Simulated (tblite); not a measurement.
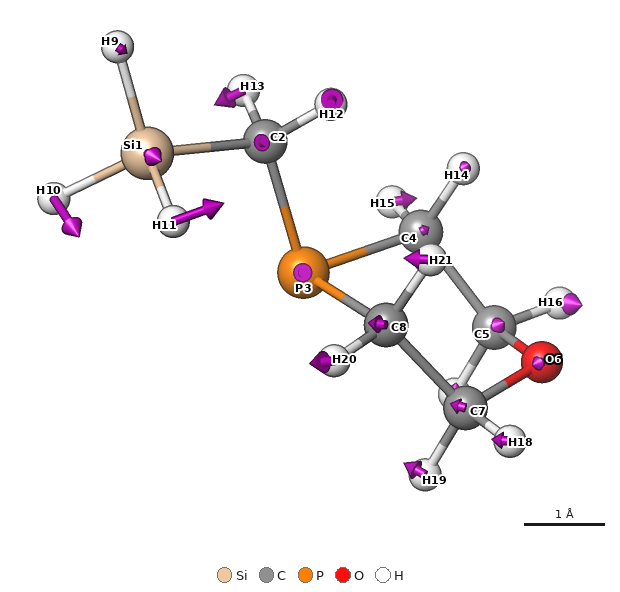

A relaxation of C$_{5}$H$_{13}$OPSi. The starting structure is drawn; purple arrows show the displacements, magnified 3 times. The two geometries are superimposed by the best rigid fit.

Style: ball-and-stick. Shown from a free direction.

The calculation used tblite, GFN2-xTB geometry optimisation, gas phase. 

> What happened in the run?

Over 75 geometry steps the energy falls by 11.1 kJ/mol. The largest move after the best rigid fit is that of an H atom, 0.27 Å. Largest moves by element: H 0.27 Å, Si 0.11 Å, P 0.10 Å, C 0.09 Å, O 0.06 Å. Near-neighbour distances that change, for instance: C–Si 1.872 → 1.904 Å, C–O 1.436 → 1.407 Å, H–Si 1.489 → 1.465 Å, C–H 1.105 → 1.092 Å. Bond angles that change, for instance: C–C–H 113.0° → 109.5°, C–Si–H 111.6° → 108.9°, C–C–H 112.0° → 109.3°.
